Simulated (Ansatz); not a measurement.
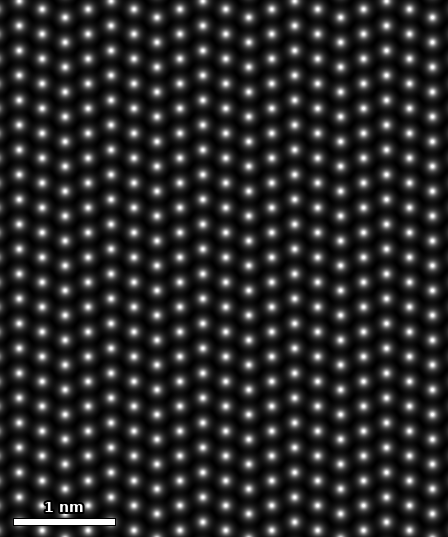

Projected-potential map of a crystal. Computed as the sum of neutral-atom potentials (tabulated electron scattering factors, B = 0.8 Å²) projected along the beam and smoothed by 0.25 Å; brighter is more positive. The display is stretched by a gamma of 0.7; percentages refer to the linear signal.

> Measure the repeat of the pattern.

The pattern repeats on a rectangular net of 2.5 × 9.2 Å.

> Which plane group does this projection have?

p2mg: mirror lines in one direction, glide lines across them, twofold points on the glide lines.

> How many columns does the smallest repeating cell hold, and how many levels of brightness?

4 columns in the primitive cell of 22.7 Å², all of one brightness.

The crystal is Ti (P6_3/mmc, No. 194) seen along [100]. Atomic positions: coordinates from a relaxation with DFT, LDA (PW92), plane waves (420 eV) with PAW, scalar-relativistic (Ansatz); the starting structure was generated, so it need not be a known form of this composition.
